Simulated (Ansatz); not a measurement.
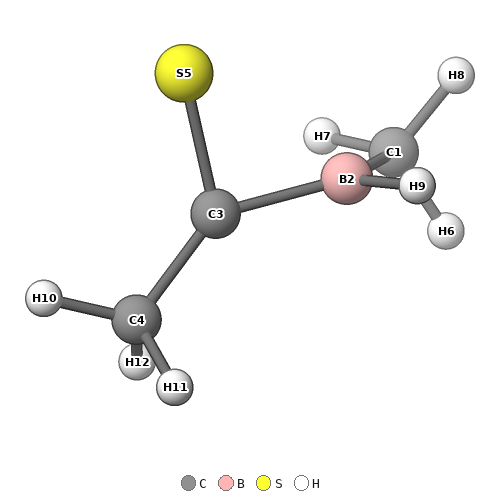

The system is C₃H₇BS, SMILES CBC(C)=S; the picture shows the reference structure. 
- First axis: dihedral H6–C1–B2–C3. Second axis: dihedral B2–C3–C4–H10.
- Nothing is relaxed (all other coordinates rigid).
- The grid has 11 × 11 points.
- Points are written as (first, second).
- Energies: kJ/mol, counted from the lowest grid point.
- All numbers below come from RKS PBE0-D4/def2-SVP in Ansatz.

Its coordinates:

```json
{"atom": "C", "x (Å)": "-1.5075", "y (Å)": "-0.4070", "z (Å)": "1.0975"}
{"atom": "B", "x (Å)": "-0.5368", "y (Å)": "0.6697", "z (Å)": "0.4725"}
{"atom": "C", "x (Å)": "0.8257", "y (Å)": "0.3028", "z (Å)": "-0.1486"}
{"atom": "C", "x (Å)": "1.4061", "y (Å)": "-0.1803", "z (Å)": "-1.4122"}
{"atom": "S", "x (Å)": "1.5712", "y (Å)": "0.6610", "z (Å)": "1.2657"}
{"atom": "H", "x (Å)": "-2.3286", "y (Å)": "-0.5845", "z (Å)": "0.3784"}
{"atom": "H", "x (Å)": "-1.0303", "y (Å)": "-1.3755", "z (Å)": "1.3090"}
{"atom": "H", "x (Å)": "-1.9820", "y (Å)": "-0.0375", "z (Å)": "2.0198"}
{"atom": "H", "x (Å)": "-0.9081", "y (Å)": "1.8163", "z (Å)": "0.3217"}
{"atom": "H", "x (Å)": "2.4976", "y (Å)": "-0.3010", "z (Å)": "-1.3670"}
{"atom": "H", "x (Å)": "1.1376", "y (Å)": "0.5209", "z (Å)": "-2.2210"}
{"atom": "H", "x (Å)": "0.9322", "y (Å)": "-1.1400", "z (Å)": "-1.6817"}
```

Range: dihedral H6–C1–B2–C3 from −194 to −14°; dihedral B2–C3–C4–H10 from −270 to −90°.

What landscape does the calculation give?

The lowest grid point is at (−104°, −180°). It is the only kind of minimum in the scanned range. The highest grid point, (−32°, −108°), lies 16.5 kJ/mol above the lowest. Round the minimum the contours are nearly round: the two directions are equally stiff and uncoupled.

| dihedral B2–C3–C4–H10 ↓, dihedral H6–C1–B2–C3 → | −194 | −176 | −158 | −140 | −122 | −104 | −86 | −68 | −50 | −32 | −14 |
| --- | --- | --- | --- | --- | --- | --- | --- | --- | --- | --- | --- |
| −90 | 12.4 | 14.2 | 14.0 | 11.5 | 8.5 | 7.1 | 8.3 | 11.4 | 14.3 | 15.1 | 13.5 |
| −108 | 13.7 | 15.6 | 15.4 | 13.0 | 10.0 | 8.6 | 9.8 | 12.8 | 15.7 | 16.5 | 15.0 |
| −126 | 12.8 | 14.6 | 14.3 | 12.0 | 9.1 | 7.7 | 8.9 | 11.9 | 14.7 | 15.5 | 14.1 |
| −144 | 9.8 | 11.5 | 11.2 | 8.8 | 6.0 | 4.7 | 5.9 | 8.9 | 11.7 | 12.4 | 10.9 |
| −162 | 6.7 | 8.4 | 8.1 | 5.6 | 2.7 | 1.4 | 2.7 | 5.8 | 8.5 | 9.2 | 7.6 |
| −180 | 5.4 | 7.2 | 6.9 | 4.4 | 1.4 | 0.0 | 1.3 | 4.5 | 7.3 | 8.0 | 6.4 |
| −198 | 6.8 | 8.7 | 8.5 | 6.0 | 2.9 | 1.5 | 2.7 | 5.9 | 8.8 | 9.6 | 7.9 |
| −216 | 10.1 | 12.0 | 11.8 | 9.4 | 6.3 | 4.8 | 6.0 | 9.1 | 12.1 | 12.9 | 11.4 |
| −234 | 13.0 | 14.8 | 14.7 | 12.3 | 9.3 | 7.8 | 9.0 | 12.0 | 15.0 | 15.8 | 14.3 |
| −252 | 13.7 | 15.5 | 15.3 | 12.9 | 10.0 | 8.6 | 9.8 | 12.8 | 15.6 | 16.4 | 15.0 |
| −270 | 12.2 | 14.0 | 13.7 | 11.3 | 8.4 | 7.0 | 8.3 | 11.3 | 14.1 | 14.8 | 13.3 |

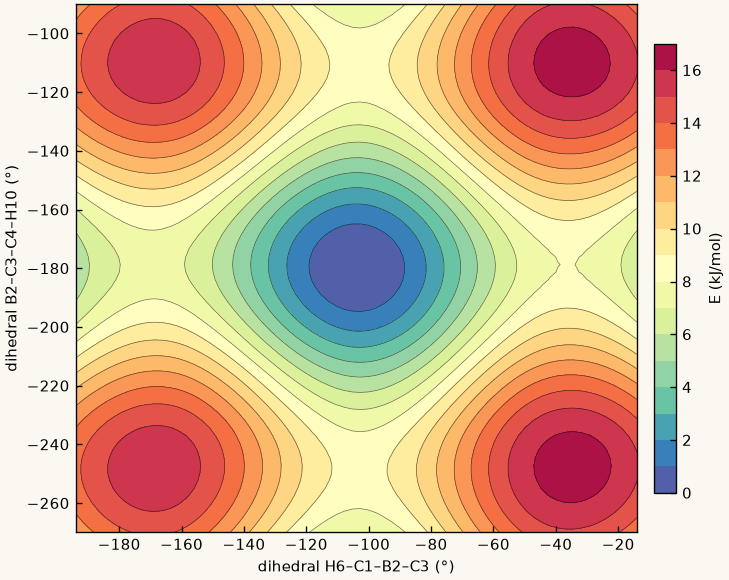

In the figure: filled contours. Between grid points the surface is interpolated.

Time for the 121 points that were run: 10 min on 1 thread of Arm Neoverse V2 (shared host).
